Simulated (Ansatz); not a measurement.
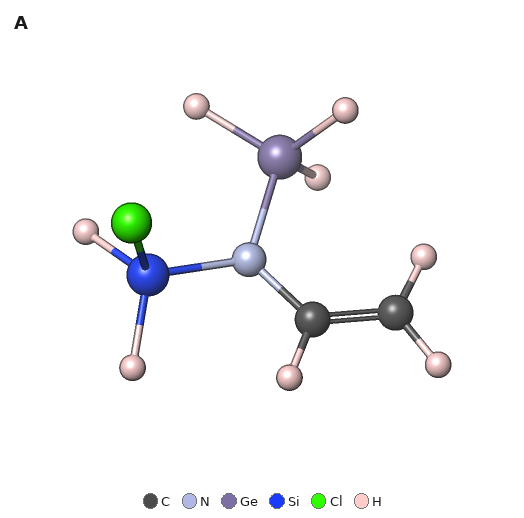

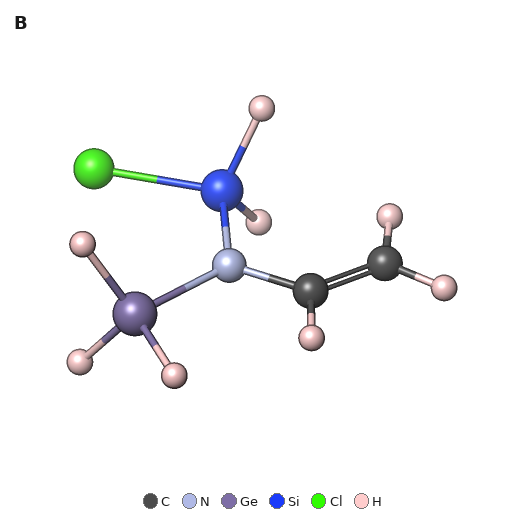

2 stationary structures of one formula. Geometries: PBE0-D4/def2-TZVP. Electronic energies: CCSD(T)/CBS (MP2 limit from def2-TZVPP and def2-QZVPP plus CCSD(T) − MP2) (Ansatz 0.2.0), without zero-point energy. No frequency run is at hand to confirm each as a minimum.

Which structure is the most stable?

A is lowest; B lies 0.127 eV above it.
